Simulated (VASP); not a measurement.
Band structure of Hg$_{4}$S$_{3}$Se (ordered alloy cell). All values below come from PBEsol GGA, VASP's PBE PAW potentials (set 64) (plane waves; VASP).

Unless said otherwise, spin-orbit coupling is left out, though it shifts the bands of the heavy elements here.

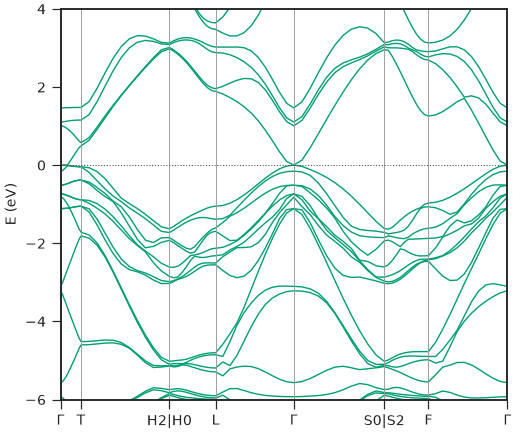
Figure. Bands along high-symmetry lines, zero at the valence-band maximum or, without a gap, the Fermi level

Q: Read the plot: is there a gap, and where are the band edges?

A: It has no gap at this level: it comes out as a metal or semimetal. (Edges off the drawn lines would not show.)

The structure was generated: Hg4S3Se was put into an ordered model structure (R3m), which need not be its known phase. It was relaxed first.
